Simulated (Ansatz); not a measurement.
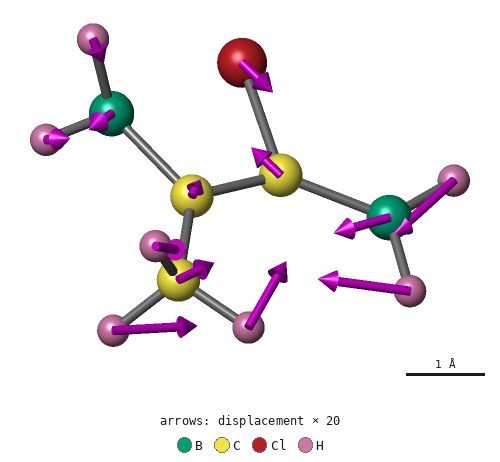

A relaxation of C3H7B2Cl. The starting structure is drawn; purple arrows show the displacements, 20 times their true length. The two geometries are superimposed by the best rigid fit.

Style: ball-and-stick. Shown from a free direction.

The start comes from PBE-D4/def2-SVP.

Level of theory: Ansatz, RKS PBE0-D4/def2-TZVP. Set-up: force threshold 0.005 eV/Å; at most 150 steps.

Q: Which element moves most?

A: Hydrogen: up to 0.063 Å, against 0.042 Å for boron.

Q: Describe the change and its energy.

A: The largest moves after the best rigid fit, 0.063 Å, are those of H atoms. By element the largest moves are H 0.063 Å, B 0.042 Å, C 0.031 Å, Cl 0.030 Å. Some distances before and after: C–Cl 1.864 → 1.816 Å, B–H 1.217 → 1.195 Å, C–C 1.370 → 1.349 Å, C–H 1.112 → 1.095 Å. Among the angles between lasting bonds that change: C–C–B 137.5° → 135.4°. Over 7 accepted moves (8 points after the start) the energy falls by 6.62 kJ/mol. Largest force component: 0.89 eV/Å at the start, 0.0011 eV/Å at the end. The line search rejected the trial step at point 7 of the run.
